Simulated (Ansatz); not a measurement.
```xyz
6

C     1.2322   -0.9569    0.3445
O    -1.1611    0.9215   -0.8520
Sn    0.6263    1.2093   -0.1907
H     2.0551   -1.3134   -0.3029
H     0.3518   -1.6025    0.1909
H     1.5720   -1.0470    1.3931
```

Geometry: B3LYP-D3(BJ)/def2-SVPD; core potentials replace the inner electrons of Sn.

The calculation used isolated molecule in a Gaussian basis; Kohn-Sham density functional theory, functional PBE0 in Ansatz.

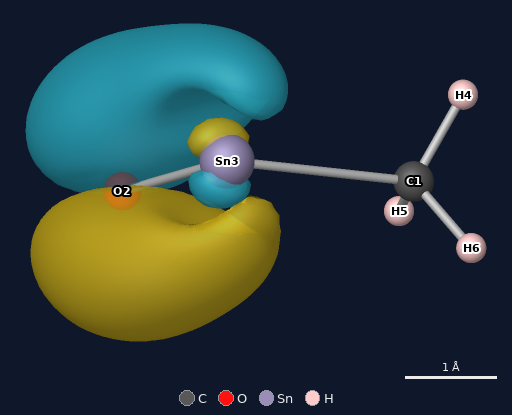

CH$_{3}$OSn (charge −1). The HOMO−1 at ±0.1 Å⁻³ᐟ² (yellow and cyan are the two phases), seen from one side.

**What is the character of this orbital?**

Its weight (Hirshfeld) is mainly on O2 (about 75 %) and Sn3 (about 25 %). Its energy is −1.67 eV.
